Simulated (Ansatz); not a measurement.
YF₃ (space group Pnma)

```cif
data_F12Y4
_chemical_formula_sum 'Y4 F12'
_space_group_name_H-M_alt 'Pnma'
_space_group_IT_number 62
_space_group_name_Hall '-P 2ac 2n'
_cell_length_a 6.33039
_cell_length_b 6.83929
_cell_length_c 4.36949
_cell_angle_alpha 90.000
_cell_angle_beta 90.000
_cell_angle_gamma 90.000
loop_
_atom_site_label
_atom_site_type_symbol
_atom_site_symmetry_multiplicity
_atom_site_Wyckoff_symbol
_atom_site_fract_x
_atom_site_fract_y
_atom_site_fract_z
_atom_site_occupancy
Y1 Y 4 c 0.36908 0.25000 0.06135 1
F1 F 8 d 0.16507 0.06314 0.37802 1
F2 F 4 c 0.02307 0.25000 0.91056 1
```

E(V) scan at fixed shape, V₀ the volume above. The atoms relax within the cell's symmetry.

The numbers are results of PBEsol (plane waves to 420 eV, PAW, scalar-relativistic; Ansatz, a quantum-chemistry and plane-wave program), not measurements. k mesh 4×4×6 (Γ-centred), Fermi-Dirac smearing 0.05 eV. E stands for the smeared free energy. With the shape held, the modulus is that of even scaling; a crystal free to change shape is softer. YF3 is run without spin polarisation. YF3 was relaxed with its symmetry unable to fall. ΔE is measured from the relaxed starting cell.

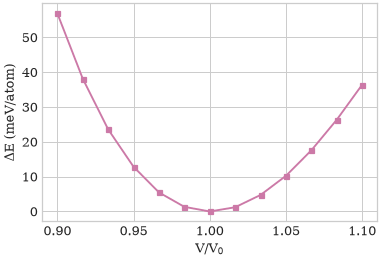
*ΔE (meV/atom) against V/V₀; markers are the computed points, lines only join them.*

### Question
What is ΔE at V/V₀ = 1.100?

### Answer
About 36 meV/atom.

### Question
What is ΔE at V/V₀ = 0.900?

### Answer
About 57 meV/atom.

### Question
What bulk modulus at fixed cell shape B₀ follows from a third-order Birch-Murnaghan fit?

### Answer
About 120 GPa.

(Under strain, the slope of the energy per volume gives the stress and its curvature an elastic modulus.)
